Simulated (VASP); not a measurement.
# LiVO2 with r2SCAN: from relaxation to properties, part 4 of 5

Aim: relax LiVO2, then compute properties on the relaxed cell. Left out of this account: 1 further run (phonons: its modes failed a check). The start is a cell from a database of measured crystal structures.

VASP 6.6.1, plane waves and PAW; the level of theory is named at each step.

Still holding for the runs below: The magnetic order is the lowest of the few collinear ones that converged above; longer or canted patterns were not tried. The cell is doubled for it, so bands and modes from the zone boundary of the chemical cell fold onto Γ and the labels are those of the larger cell.

So far, gap on the k-mesh (eV): step 4 (magnetic order: antiferromagnetic, q = (1/2, 1/2, 1/2)) 0.473; step 5 (magnetic order: antiferromagnetic, q = (1/2, 1/2, 0)) 0.534; step 7 (relaxing cell and atoms (r2SCAN)) 0.510.

## 8. Second relaxation

Level of this step: r2SCAN, spin-polarised from an antiferromagnetic start; plane waves and PAW (Li_sv, V_sv, O) (VASP).

The basis stayed that of the start cell while the cell moved. A rerun from the cell reached resets it; the error of the finite cutoff stays.

INCAR

```
SYSTEM = LiVO2
PREC = Accurate
ENCUT = 650
EDIFF = 1E-06
NELM = 100
ISMEAR = 0
SIGMA = 0.05
LREAL = .FALSE.
ALGO = Normal
METAGGA = R2SCAN
LASPH = .TRUE.
NBANDS = 40
ISPIN = 2
MAGMOM = -0 0 1.65 -1.65 0.01 -0.01 -0.01 0.01
LMAXMIX = 4
LORBIT = 11
LWAVE = .FALSE.
LCHARG = .FALSE.
KPAR = 8
IBRION = 2
NSW = 60
ISIF = 3
EDIFFG = -0.01
```

POSCAR

```
LiVO2
1.0
   -5.7987314157      0.0290240832      0.0374455266
   -1.4371150572     -2.4891562955      0.0000000000
   -1.4873043481      0.8586955658      4.8603059837
Li V O
2 2 4
Direct
    0.0000000000      0.0000000000      0.0000000000
    0.5000000000      0.0000000000      0.0000000000
    0.5000000000      0.5000000000      0.5000000000
    0.0000000000      0.5000000000      0.5000000000
    0.7582167536      0.2417832464      0.7345268979
    0.2582167536      0.2417832464      0.7345268979
    0.7417832464      0.7582167536      0.2654731021
    0.2417832464      0.7582167536      0.2654731021
```

KPOINTS

```
Automatic mesh
0
Gamma
9 9 5
0 0 0
```

PAW data sets: Li_sv, V_sv and O (PBE family, release 64).

Command:

```
$ mpirun -np 8 vasp_std
```

What it wrote:

```text
[... set-up lines as in an earlier step ...]
 entering main loop
       N       E                     dE             d eps       ncg     rms          rms(c)
DAV:   1     0.777313626057E+03    0.77731E+03   -0.35393E+04 18400   0.187E+03
DAV:   2    -0.383626122399E+02   -0.81568E+03   -0.77637E+03 19464   0.545E+02
DAV:   3    -0.103101972563E+03   -0.64739E+02   -0.63694E+02 25056   0.159E+02
DAV:   4    -0.105635691763E+03   -0.25337E+01   -0.25195E+01 29344   0.260E+01
DAV:   5    -0.105721717192E+03   -0.86025E-01   -0.86015E-01 24464   0.345E+00    0.423E+01
DAV:   6    -0.769169423617E+02    0.28805E+02   -0.66784E+01 20608   0.671E+01    0.131E+01
DAV:   7    -0.773762077641E+02   -0.45927E+00   -0.95732E+00 19800   0.285E+01    0.126E+01
DAV:   8    -0.774429081839E+02   -0.66700E-01   -0.91562E-01 22488   0.549E+00    0.640E+00
DAV:   9    -0.775200699895E+02   -0.77162E-01   -0.85178E-01 22240   0.435E+00    0.225E+00
DAV:  10    -0.775547508892E+02   -0.34681E-01   -0.11838E-01 22008   0.216E+00    0.136E+00
DAV:  11    -0.775597796169E+02   -0.50287E-02   -0.17923E-02 21128   0.108E+00    0.512E-01
DAV:  12    -0.775627614821E+02   -0.29819E-02   -0.27612E-03 21912   0.357E-01    0.201E-01
DAV:  13    -0.775633245602E+02   -0.56308E-03   -0.15378E-03 21416   0.181E-01    0.769E-02
DAV:  14    -0.775633623159E+02   -0.37756E-04   -0.22642E-04 21728   0.771E-02    0.485E-02
DAV:  15    -0.775634201993E+02   -0.57883E-04   -0.84335E-05 21280   0.425E-02    0.209E-02
DAV:  16    -0.775634281115E+02   -0.79121E-05   -0.42478E-05 21032   0.221E-02    0.726E-03
DAV:  17    -0.775634271111E+02    0.10004E-05   -0.26303E-06 13632   0.850E-03    0.430E-03
DAV:  18    -0.775634259352E+02    0.11760E-05   -0.10467E-06 10848   0.555E-03    0.242E-03
DAV:  19    -0.775634262195E+02   -0.28440E-06   -0.13039E-07 10432   0.278E-03
   1 F= -.77563426E+02 E0= -.77563426E+02  d E =-.775634E+02  mag=    -0.0000
 curvature:   0.00 expect dE= 0.000E+00 dE for cont linesearch  0.000E+00
 trial: gam= 0.00000 g(F)=  0.499E-05 g(S)=  0.314E-05 ort = 0.000E+00 (trialstep = 0.100E+01)
 search vector abs. value=  0.813E-05
 reached required accuracy - stopping structural energy minimisation
```

Run time: 2.9 min. Hardware: 8 MPI ranks of Intel Xeon 6975P-C (Granite Rapids), shared host; peak memory 5.8 GiB; 23 min of CPU time.

OUTCAR, selected parts (step 8):

```text
   ENCUT  =  650.0 eV  47.77 Ry    6.91 a.u.  12.05  5.97 10.72*2*pi/ulx,y,z

   NELECT =      56.0000    total number of electrons

 E-fermi :   7.0680

 spin component 1
 k-point     1 :       0.0000    0.0000    0.0000
  band No.  band energies     occupation
    ...
     24       3.7162      1.00000
     25       3.9681      1.00000
     26       3.9879      1.00000
     27       5.9835      1.00000
     28       6.3731      1.00000
     29       7.3633      0.00000
     30       8.3657      0.00000
     31       9.9649      0.00000
     32       9.9858      0.00000
     33      10.5538      0.00000
    ...

 k-point     2 :       0.1111    0.0000   -0.0000
  band No.  band energies     occupation
    ...
     24       3.7156      1.00000
     25       3.8254      1.00000
     26       3.9163      1.00000
     27       6.0283      1.00000
     28       6.4119      1.00000
     29       7.3993      0.00000
     30       8.3659      0.00000
     31       9.9311      0.00000
     32       9.9881      0.00000
     33      10.4955      0.00000
    ...

  Total       -0.0109505     -0.0130419     -0.0035532     -0.0018112      0.0050724     -0.0090219
  in kB       -0.2500252     -0.2977776     -0.0811270     -0.0413547      0.1158144     -0.2059916
  external PRESSURE =      -0.2096433 kB  Pullay stress =       0.0000000 kB

 POSITION                                       TOTAL-FORCE (eV/Angst)
 -----------------------------------------------------------------------------------
      0.00000      0.00000      0.00000        -0.000000     -0.000000      0.000000
     -2.89937      0.01451      0.01872         0.000000     -0.000000      0.000000
     -4.36158     -0.80072      2.44888         0.000000     -0.000000      0.000000
     -1.46221     -0.81523      2.43015         0.000000     -0.000000      0.000000
     -5.83663      0.05091      3.59842        -0.003853      0.002225      0.002465
     -2.93726      0.03639      3.57969        -0.003853      0.002225      0.002465
     -5.78589     -1.63783      1.31806         0.003853     -0.002225     -0.002465
     -2.88652     -1.65234      1.29933         0.003853     -0.002225     -0.002465
 -----------------------------------------------------------------------------------
    total drift:                                0.000000      0.000000     -0.000000

  FREE ENERGIE OF THE ION-ELECTRON SYSTEM (eV)
  ---------------------------------------------------
  free  energy   TOTEN  =       -77.5634262195 eV

  energy  without entropy=      -77.5634262195  energy(sigma->0) =      -77.56342622

 magnetization (x)
# of ion       s       p       d       tot
------------------------------------------
    1       -0.000  -0.000   0.000  -0.001
    2        0.000   0.000   0.000   0.001
    3        0.014   0.015   1.671   1.700
    4       -0.014  -0.015  -1.671  -1.700
    5        0.000   0.007   0.000   0.007
    6       -0.000  -0.007   0.000  -0.007
    7       -0.000  -0.007   0.000  -0.007
    8        0.000   0.007   0.000   0.007
--------------------------------------------------
tot          0.000   0.000  -0.000  -0.000

[... 4 parts as in an earlier step ...]

[... 13 further parts left out ...]
```

Little changed from the start: no atom moved by 0.005 Å and no cell edge by 0.1 %.

Numbers from this step:

- free energy (TOTEN): -77.5634 eV
- pressure: -0.02096 GPa
- SCF cycles over all ionic steps: 19
- gap on the k-mesh: 0.5104 eV
- least direct gap on the k-mesh: 0.6819 eV

It ends with a largest force of 0.005 eV/Å and a pressure of -0.02 GPa. The volume moved by under 0.01 %: the run met its threshold at the first step.

## 9. Single point with fields (r2SCAN)

A single point on the relaxed cell gives a clean self-consistent state, with density, ELF and potential written out.

Changes to INCAR since step 8:

```diff
@@ -17,7 +17,5 @@
 LWAVE = .FALSE.
-LCHARG = .FALSE.
-KPAR = 8
-IBRION = 2
-NSW = 60
-ISIF = 3
-EDIFFG = -0.01
+LCHARG = .TRUE.
+ISIF = 2
+LELF = .TRUE.
+LVHAR = .TRUE.
```

POSCAR is that of step 8.

KPOINTS is that of step 8.

Command:

```
$ mpirun -np 8 vasp_std
```

What it wrote:

```text
[banner, memory and clock lines left out]
running    8 mpi-ranks, on    1 nodes
 distrk:  each k-point on    8 cores,    1 groups
 distr:  one band on    1 cores,    8 groups

 POSCAR found type information on POSCAR LiV O
 POSCAR found :  3 types and       8 ions
 [... a notice as in an earlier step ...]

 [... a notice as in an earlier step ...]

 LDA part: xc-table for (None), standard interpolation
 POSCAR, INCAR and KPOINTS ok, starting setup
 FFT: planning ... GRIDC
 FFT: planning ... GRID_SOFT
 FFT: planning ... GRID
 WAVECAR not read
 entering main loop
       N       E                     dE             d eps       ncg     rms          rms(c)
DAV:   1     0.777313626055E+03    0.77731E+03   -0.35393E+04 18400   0.187E+03
DAV:   2    -0.383626122400E+02   -0.81568E+03   -0.77637E+03 19464   0.545E+02
[... 1 cycle as in an earlier step ...]
DAV:   4    -0.105635691764E+03   -0.25337E+01   -0.25195E+01 29344   0.260E+01
[... 1 cycle as in an earlier step ...]
DAV:   6    -0.769169423616E+02    0.28805E+02   -0.66784E+01 20608   0.671E+01    0.131E+01
[... 1 cycle as in an earlier step ...]
DAV:   8    -0.774429081843E+02   -0.66700E-01   -0.91562E-01 22488   0.549E+00    0.640E+00
DAV:   9    -0.775200699900E+02   -0.77162E-01   -0.85178E-01 22240   0.435E+00    0.225E+00
DAV:  10    -0.775547508896E+02   -0.34681E-01   -0.11838E-01 22008   0.216E+00    0.136E+00
DAV:  11    -0.775597796174E+02   -0.50287E-02   -0.17923E-02 21128   0.108E+00    0.512E-01
DAV:  12    -0.775627614825E+02   -0.29819E-02   -0.27612E-03 21912   0.357E-01    0.201E-01
DAV:  13    -0.775633245606E+02   -0.56308E-03   -0.15378E-03 21416   0.181E-01    0.769E-02
DAV:  14    -0.775633623164E+02   -0.37756E-04   -0.22642E-04 21728   0.771E-02    0.485E-02
DAV:  15    -0.775634201997E+02   -0.57883E-04   -0.84335E-05 21280   0.425E-02    0.209E-02
DAV:  16    -0.775634281119E+02   -0.79122E-05   -0.42478E-05 21032   0.221E-02    0.726E-03
DAV:  17    -0.775634271116E+02    0.10003E-05   -0.26303E-06 13632   0.850E-03    0.430E-03
DAV:  18    -0.775634259355E+02    0.11761E-05   -0.10467E-06 10848   0.555E-03    0.242E-03
DAV:  19    -0.775634262199E+02   -0.28440E-06   -0.13039E-07 10432   0.278E-03
   1 F= -.77563426E+02 E0= -.77563426E+02  d E =-.444036E-11  mag=     0.0000
```

Run time: 3 min. Hardware: 8 MPI ranks; peak memory 2.2 GiB; 24 min of CPU time.

From OUTCAR (step 9):

```text
   NELECT =      56.0000    total number of electrons

 E-fermi :   7.0680

  Total       -0.0109505     -0.0130419     -0.0035531     -0.0018112      0.0050724     -0.0090219
  in kB       -0.2500253     -0.2977772     -0.0811255     -0.0413543      0.1158140     -0.2059923
  external PRESSURE =      -0.2096427 kB  Pullay stress =       0.0000000 kB

 POSITION                                       TOTAL-FORCE (eV/Angst)
 -----------------------------------------------------------------------------------
      0.00000      0.00000      0.00000        -0.000000     -0.000000     -0.000000
     -2.89937      0.01451      0.01872        -0.000000     -0.000000     -0.000000
     -4.36158     -0.80072      2.44888        -0.000000     -0.000000     -0.000000
     -1.46221     -0.81523      2.43015         0.000000     -0.000000     -0.000000
     -5.83663      0.05091      3.59842        -0.003853      0.002225      0.002465
     -2.93726      0.03639      3.57969        -0.003853      0.002225      0.002465
     -5.78589     -1.63783      1.31806         0.003853     -0.002225     -0.002465
     -2.88652     -1.65234      1.29933         0.003853     -0.002225     -0.002465
 -----------------------------------------------------------------------------------
    total drift:                                0.000000      0.000000     -0.000000

  FREE ENERGIE OF THE ION-ELECTRON SYSTEM (eV)
  ---------------------------------------------------
  free  energy   TOTEN  =       -77.5634262199 eV

  energy  without entropy=      -77.5634262199  energy(sigma->0) =      -77.56342622

[... 18 parts as in an earlier step ...]

[... 2 further parts left out ...]
```

With spin, VASP writes an ELF for each channel.

This step gave:

```
SCF cycles : 19
```

Valence electrons inside each PAW sphere by angular momentum. Sphere charges, by row:

```tsv
atom	s (e)	p (e)	d (e)	tot (e)
Li1	2.013	0.016	0	2.029
Li2	2.013	0.016	0	2.029
V3	2.228	6.256	3.002	11.48
V4	2.228	6.256	3.002	11.48
O5	1.556	3.538	0	5.094
O6	1.556	3.538	0	5.094
O7	1.556	3.538	0	5.094
O8	1.556	3.538	0	5.094
```

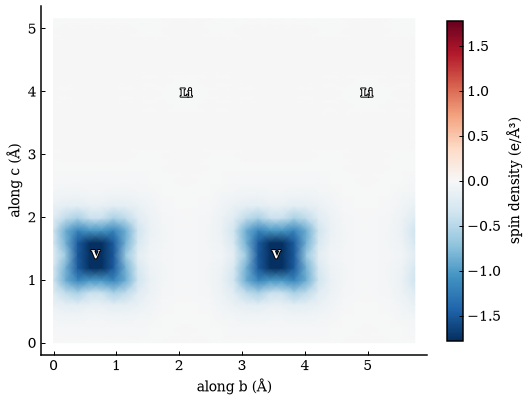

Spin density in the bc plane at fractional x = 0.000, with atoms of Li and V within 0.2 Å of it. The map starts off the cell's origin, so that atoms lie inside it.

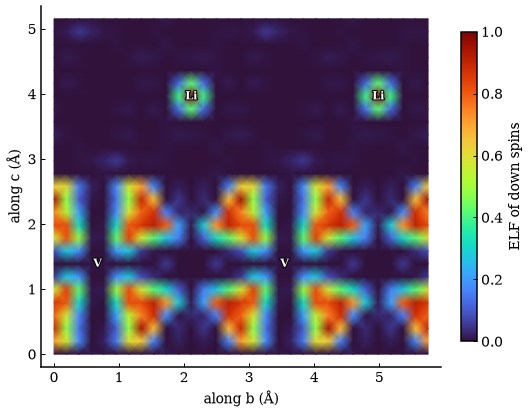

ELF of down spins in the bc plane at fractional x = 0.000, with atoms of Li and V within 0.2 Å of it. It is the smooth field of the valence electrons, not physical close to the nuclei. The map starts off the cell's origin, so that atoms lie inside it.

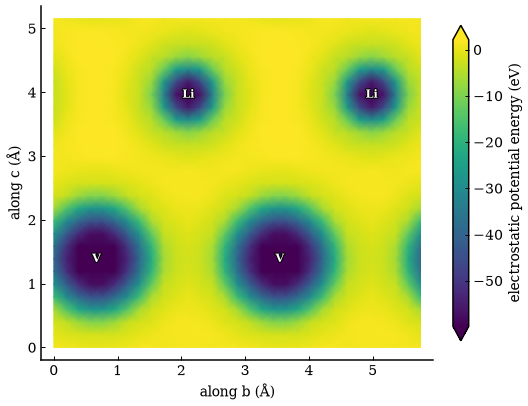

Electrostatic potential energy in the bc plane at fractional x = 0.000, with atoms of Li and V within 0.2 Å of it. With pseudopotentials it is smooth inside the atoms' cores, unlike the true potential. The map starts off the cell's origin, so that atoms lie inside it.

In this run the pressure is -0.02 GPa, small enough to go on.

[end of part 4 of 5]

[Lines on the potential files, build, host, timing and source positions are cut from VASP's logs without a mark.]

[Logs are printed without paths, hosts, clocks, repeated set-up lines and the standing remarks that a program may print on its own settings, such as how far it seeks lower states.]

[Hosts, paths, dates, database ids (printed as entryN), source tags and the programs' standing remarks are cut or masked in the printed files.]

[A measured line is paired with the nearest computed mode of its activity, which favours agreement.]
